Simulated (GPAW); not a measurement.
# AlNH₂Cl: property calculation

AlNH₂Cl, multiplicity 3, SMILES [NH2][Al][Cl], computed with LDA (PW92)/plane waves, UKS, scalar-relativistic datasets (GPAW 26.7.0).

Some settings of this run were made unusual or wrong on purpose. The geometry comes from this level: PBE0-D4/def2-TZVP.

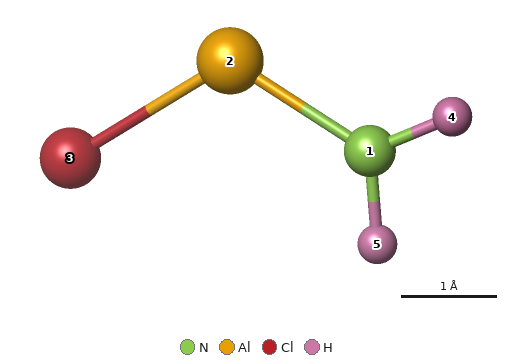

The structure (ball-and-stick view, seen at a tilt; atoms are numbered from 1 in the order of the input). Sticks mark near contacts. Bond lengths as drawn: Al–Cl 2.12 Å, Al–N 1.76 Å and H–N 1.01 Å.

Outcome

```csv
quantity,value
outcome,converged
energy relative to the program's reference atoms,−19.5845 eV
largest force,2.225 eV/Å
dipole moment,3.86 D
hardware,"1 thread of Arm Neoverse V2, 24 GiB of memory available, shared host"
wall time,15 s
peak memory,0.6 GiB
```

What went wrong

Some settings of this run were drawn to be unusual or wrong (mult set to 3). It converged; results that depend on the unusual settings are not reference values. Further notes kept with the run: fractional occupations.

The input (sp.py)
```python
import numpy as np
from ase.io import read
from ase.units import Debye
from gpaw import GPAW, PW

# Geometry
system = read("molecule.sdf")
system.center(vacuum=4.5)
system.set_initial_magnetic_moments([0.666667, 0.666667, 0.666667, 0.0, 0.0])

# GPAW settings
dft = GPAW(mode=PW(450),
           xc="LDA",
           occupations={"name": "fermi-dirac", "width": 0.02, "fixmagmom": True},
           maxiter=62,
           symmetry="off",
           txt="-")
system.calc = dft

energy = system.get_potential_energy()
print(f"Energy                  {energy:.5f} eV")
forces = system.get_forces()
print("Forces (eV/Ang)")
for symbol, f in zip(system.symbols, forces):
    print(f'{symbol:2} {f[0]:9.4f} {f[1]:9.4f} {f[2]:9.4f}')
dipole = system.get_dipole_moment() / Debye
print(f"Dipole                  {np.linalg.norm(dipole):.3f} D")
```

File molecule.sdf
```

     RDKit          3D

  5  4  0  0  0  0  0  0  0  0999 V2000
   -0.5494    0.4617   -0.2320 N   0  0  0  0  0  0  0  0  0  0  0  0
    0.4026   -0.2916    1.0491 Al  0  0  0  0  0  2  0  0  0  0  0  0
    1.9070   -1.6497    0.4408 Cl  0  0  0  0  0  0  0  0  0  0  0  0
   -1.2936    1.1233   -0.0835 H   0  0  0  0  0  0  0  0  0  0  0  0
   -0.4166    0.2827   -1.2159 H   0  0  0  0  0  0  0  0  0  0  0  0
  2  1  1  0
  3  2  1  0
  4  1  1  0
  5  1  1  0
M  RAD  1   2   2
M  END
$$$$
```

Run as:
```bash
python sp.py > sp.log
```

Log
```
__  _  _
 | _ |_)|_||  |
 |__||  | ||/\| - 26.7.0

units:  Angstrom and eV
cores:  1
OpenMP: False

Versions:
  Python: 3.12.14
  ASE:    3.29.0
  Numpy:  2.5.5
  Scipy:  1.18.1
  Libxc:  7.0.0

        _gpaw.cpython-312-aarch64-linux-gnu.so

Input parameters:
  mode=PW(ecut=450.00000000000006),
  maxiter=62,
  occupations=Occupations(name='fermi-dirac', width=0.02, fixmagmom=True),
  symmetry=Symmetry(point_group=False, time_reversal=False),
  xc=XC(name='LDA')

Diagonalizing LCAO Hamiltonian
Converting LCAO to pw mode
        .-----------------------------.
       /|                             |
      / |                             |
     /  |                             |
    /   |                             |
   /    |                             |
  /     |                             |
 *      |                             |
 |      |                             |
 |      |           Al                |
 |      |       H N                   |
 |      |              Cl             |
 |      |         H                   |
 |      |                             |
 |      .-----------------------------.
 |     /                             /
 |    /                             /
 |   /                             /
 |  /                             /
 | /                             /
 |/                             /
 *-----------------------------*

Atoms  # Å, Bohr magnetons
|   | symbol |        x |        y |        z |    initial magnetic moments |
|---|--------|----------|----------|----------|-----------------------------|
| 0 |      N | 5.244200 | 6.611400 | 5.483900 | ( 0.0000,  0.0000,  0.6667) |
| 1 |     Al | 6.196200 | 5.858100 | 6.765000 | ( 0.0000,  0.0000,  0.6667) |
| 2 |     Cl | 7.700600 | 4.500000 | 6.156700 | ( 0.0000,  0.0000,  0.6667) |
| 3 |      H | 4.500000 | 7.273000 | 5.632400 | ( 0.0000,  0.0000,  0.0000) |
| 4 |      H | 5.377000 | 6.432400 | 4.500000 | ( 0.0000,  0.0000,  0.0000) |

Unit cell  # Å
| periodic |         x |         y |         z |   lengths |    angles |
|----------|-----------|-----------|-----------|-----------|-----------|
|       no | 12.200600 |  0.000000 |  0.000000 | 12.200600 | 90.000000 |
|       no |  0.000000 | 11.773000 |  0.000000 | 11.773000 | 90.000000 |
|       no |  0.000000 |  0.000000 | 11.265000 | 11.265000 | 90.000000 |

Number of symmetries: 1
Symmetry operations  # r_c * U_cc + t_c -> r_c
|   | kind |            matrix            |
|---|------|------------------------------|
| 0 |  E   |  1, 0, 0,  0, 1, 0,  0, 0, 1 |

BZ-sampling:
  Number of BZ points: 1
  Number of IBZ points: 1

  Monkhorst-Pack size: [1, 1, 1]
  Monkhorst-Pack shift: [0, 0, 0]

K-points  # in reciprocal-cell coordinates
|   |                                coordinates |     weight |
|---|--------------------------------------------|------------|
| 0 | (  0.00000000,   0.00000000,   0.00000000) | 1.00000000 |

Plane wave coefficients: 17543
Cutoff: 450.00000000000006 eV

Spin-components: 2 (collinear spins)
Bands:           14
Projectors:      21
Spin-degeneracy: 1
Datatype:        float64

  Storage: CPU
  Wave functions: 7_859_264 bytes (7_859_264 per core)
  Projectors: 8_982_016 bytes (8_982_016 per core)

Parallelization:
  kpt:    1
  domain: 1
  band:   1

Density:
  Valence electrons: 17.0
  Components: 2
  Grid points: [60 60 56]
  Charge: 0.0  # |e|

Potential:
  Grid points: [60 60 56]

species:
  N:
    name:    Nitrogen
    Z:       7.0
    valence: 5
    core:    2
    charge:  0.0  # [|e|]
    file:    N.LDA.gz
    compensation charges:
      type: gauss
      rc: 0.18  # [Å]
      lmax: 2
    cutoffs:
      filter: 1.11  # [Å]
      core: 0.96  # [Å]
    projectors
    | kind |    occ | energy [eV] | rcut [Å] |
    |------|--------|-------------|----------|
    |   2s |  2.000 |     -18.420 |    0.603 |
    |   2p |  3.000 |      -7.237 |    0.529 |
    |    s |        |       8.791 |    0.603 |
    |    p |        |      19.974 |    0.529 |
    |    d |        |       0.000 |    0.577 |

    Using partial waves for N as LCAO basis

  Al:
    name:    Aluminium
    Z:       13.0
    valence: 3
    core:    10
    charge:  0.0  # [|e|]
    file:    Al.LDA.gz
    compensation charges:
      type: gauss
      rc: 0.34  # [Å]
      lmax: 2
    cutoffs:
      filter: 1.91  # [Å]
      core: 2.36  # [Å]
    projectors
    | kind |    occ | energy [eV] | rcut [Å] |
    |------|--------|-------------|----------|
    |   3s |  2.000 |      -7.830 |    1.085 |
    |   3p |  1.000 |      -2.783 |    1.085 |
    |    s |        |      19.382 |    1.085 |
    |    p |        |      24.428 |    1.085 |
    |    d |        |       0.000 |    1.085 |

    Using partial waves for Al as LCAO basis

  Cl:
    name:    Chlorine
    Z:       17.0
    valence: 7
    core:    10
    charge:  0.0  # [|e|]
    file:    Cl.LDA.gz
    compensation charges:
      type: gauss
      rc: 0.25  # [Å]
      lmax: 2
    cutoffs:
      filter: 1.40  # [Å]
      core: 1.49  # [Å]
    projectors
    | kind |    occ | energy [eV] | rcut [Å] |
    |------|--------|-------------|----------|
    |   3s |  2.000 |     -20.688 |    0.794 |
    |   3p |  5.000 |      -8.701 |    0.794 |
    |    s |        |       6.523 |    0.794 |
    |    p |        |      18.511 |    0.794 |
    |    d |        |       0.000 |    0.794 |

    Using partial waves for Cl as LCAO basis

  H:
    name:    Hydrogen
    Z:       1.0
    valence: 1
    core:    0
    charge:  0.0  # [|e|]
    file:    H.LDA.gz
    compensation charges:
      type: gauss
      rc: 0.15  # [Å]
      lmax: 2
    cutoffs:
      filter: 0.85  # [Å]
      core: 0.53  # [Å]
    projectors
    | kind |    occ | energy [eV] | rcut [Å] |
    |------|--------|-------------|----------|
    |   1s |  1.000 |      -6.353 |    0.476 |
    |    s |        |      20.858 |    0.476 |
    |    p |        |       0.000 |    0.476 |

    Using partial waves for H as LCAO basis

Reference energy: -20592.683301  # eV

eigensolver:
  PPCG
  Converge bands: occupied
  niter=2

density mixing:
  MSR1-Mixer
  Pratt-step length: 0.05
  Maximum mixing coefficient: 0.75
  Old densities: 10
  SVD Regularization: 0.005
  Good broyden scale: 1.0
  Trust region scale: 1.0
  Backstep threshold: 4.0
  History deletion threshold: 6.0
  Fourier metric: weight=20.0, sigma=0.015

occupation numbers:
  Fixed magnetic moment: 2.000
  Fermi-Dirac:
    width: 0.0200  # eV

poisson solver:
  ecut: 3600.0000000000005  # eV

xc functional:
  name: None

Initialization done in: 0.931 s

convergence criteria:
- Maximum [total energy] change in last 3 cyles: 0.0005 eV / valence electron
- Maximum integral of absolute [dens]ity change: 0.0001 electrons / valence electron
- Maximum integral of absolute [eigenst]ate change: 4e-08 eV^2 / valence electron
maximum number of iterations: 62

SCF iterations
|iter     |     time |      energy | eigst |  dens |  magmom |
|---------|----------|-------------|-------|-------|---------|
|iter:   1| 00:00:02 |  -21.811623 | +0.20 |       |  +1.9715|
|iter:   2| 00:00:03 |  -21.043493 | -1.36 | -0.57 |  +1.9730|
|iter:   3| 00:00:04 |  -20.239404 | -0.58 | -0.60 |  +1.9879|
|iter:   4| 00:00:05 |  -19.557185 | -1.15 | -0.82 |  +1.9916|
|iter:   5| 00:00:06 |  -19.590423 | -2.14 | -1.06 |  +1.9973|
|iter:   6| 00:00:07 |  -19.598186 | -2.45 | -1.46 |  +1.9987|
|iter:   7| 00:00:08 |  -19.584381 | -2.84 | -1.51 |  +2.0000|
|iter:   8| 00:00:09 |  -19.584861 | -4.08 | -2.27 |  +1.9999|
|iter:   9| 00:00:11 |  -19.584517c| -4.26 | -2.23 |  +2.0000|
|iter:  10| 00:00:12 |  -19.584523c| -5.61 | -3.31 |  +2.0000|
|iter:  11| 00:00:13 |  -19.584525c| -6.81 | -3.63 |  +2.0000|
|iter:  12| 00:00:14 |  -19.584525c| -6.98 | -3.70 |  +2.0000|
|iter:  13| 00:00:15 |  -19.584525c| -7.62c| -4.64c|  +2.0000|

Converged in 13 steps
SCF loop duration: 13.530 s (1.041 s/step)
Energy contributions relative to reference atoms: (reference = -20592.683301)

Energy contributions:
  Kinetic:          22.695303
  Coulomb:         -20.401892
  Zero:             -0.071010
  External:          0.000000
  Xc:              -21.793063
  Entropy:          -0.027726
  Spinorbit:         0.000000
  ----------------------------
  Free energy:     -19.598388
  Extrapolated:    -19.584525

dipole moment: (-0.521428, 0.432082, -0.431092)  # |e|*Ang

Total magnetic moment: (0.000000, 0.000000, 2.000001)

Local magnetic moments
|        x |        y |         z |
|----------|----------|-----------|
| 0.000000 | 0.000000 |  0.176850 |  # N    0
| 0.000000 | 0.000000 |  0.317403 |  # Al   1
| 0.000000 | 0.000000 |  0.085513 |  # Cl   2
| 0.000000 | 0.000000 | -0.002368 |  # H    3
| 0.000000 | 0.000000 |  0.002645 |  # H    4

Fermi levels: -1.782, -7.086
Eigenvalues  # (at kpt = [0.000, 0.000, 0.000])
| band index |      eig [eV] | occ [0-1] |      eig [eV] | occ [0-1] |
|------------|---------------|-----------|---------------|-----------|
|          0 |       -22.252 |     1.000 |       -21.740 |     1.000 |
|          1 |       -19.881 |     1.000 |       -19.702 |     1.000 |
|          2 |       -13.198 |     1.000 |       -12.927 |     1.000 |
|          3 |       -11.819 |     1.000 |       -11.365 |     1.000 |
|          4 |        -9.339 |     1.000 |        -9.072 |     1.000 |
|          5 |        -8.242 |     1.000 |        -7.698 |     1.000 |
|          6 |        -7.727 |     1.000 |        -7.598 |     1.000 |
|          7 |        -7.704 |     1.000 |        -7.086 |     0.500 |
|          8 |        -4.776 |     1.000 |        -3.246 |     0.000 |
|          9 |        -1.782 |     0.500 |        -0.650 |     0.000 |
|         10 |        -0.888 |     0.000 |        -0.640 |     0.000 |
|         11 |        -0.278 |     0.000 |         0.099 |     0.000 |
|         12 |         0.121 |     0.000 |         0.307 |     0.000 |
|         13 |         0.412 |     0.000 |         0.528 |     0.000 |

Gap: 0.893 eV
Transition (v -> c):
  (s=0, k=0, n=9, [0.00, 0.00, 0.00]) -> (s=0, k=0, n=10, [0.00, 0.00, 0.00])
No difference between direct/indirect transitions
vacuum-level: 0.338  # V
Energy                  -19.58452 eV

Forces  # eV/Ang
|        x |        y |        z |
|----------|----------|----------|
| -0.22540 |  0.23849 | -0.83406 |  # N    0
|  0.86757 | -0.63638 |  1.94722 |  # Al   1
|  0.09148 | -0.09805 | -0.26101 |  # Cl   2
| -0.75331 |  0.67004 |  0.13326 |  # H    3
|  0.09150 | -0.14449 | -1.04029 |  # H    4

Force computation time: 0.388  # s
Forces (eV/Ang)
N    -0.2254    0.2385   -0.8341
Al    0.8676   -0.6364    1.9472
Cl    0.0915   -0.0981   -0.2610
H    -0.7533    0.6700    0.1333
H     0.0915   -0.1445   -1.0403
Dipole                  3.856 D
```
